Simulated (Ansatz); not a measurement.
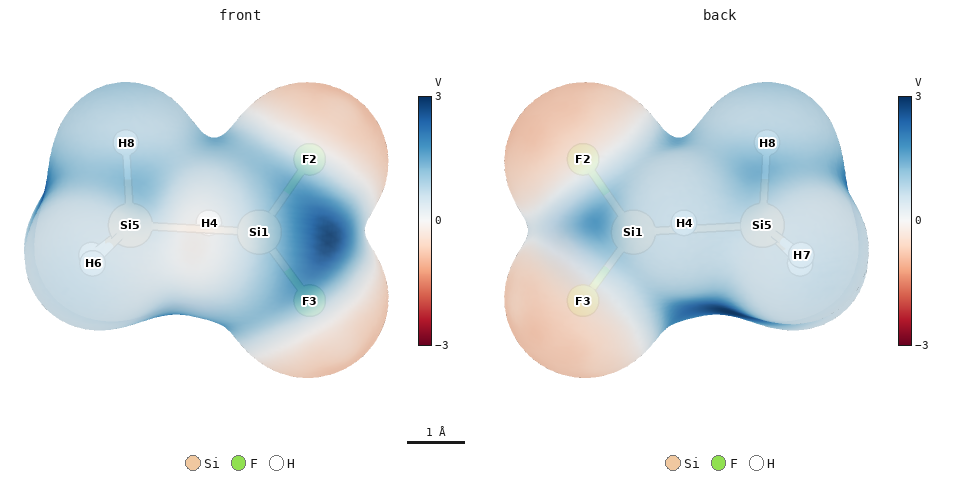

The picture shows: F2H3Si2···H. The electrostatic potential painted on the density surface at 0.004 e/bohr³, seen from the front and from behind; the colour scale runs from red (negative) to blue (positive).

A transition-state structure; geometry: PBE0-D4/def2-TZVP.

Method: Ansatz 0.2.0, RKS PBE0-D4/def2-TZVPP.

```xyz
8

Si   -0.8631   -0.6970   -0.7216
F    -0.1705   -1.9129   -1.4919
F    -1.6948    0.0771   -1.8456
H     0.5318    0.3386   -0.8119
Si    0.3775    0.4476    0.9066
H    -0.5558    0.6453    2.0548
H     1.0548    1.7667    0.7453
H     1.3202   -0.6655    1.1645
```

> Where is the surface potential most negative and most positive?

The most negative region (about −0.8 V) lies over F2 and F3, the most positive (about +2.8 V) over Si1 and Si5.
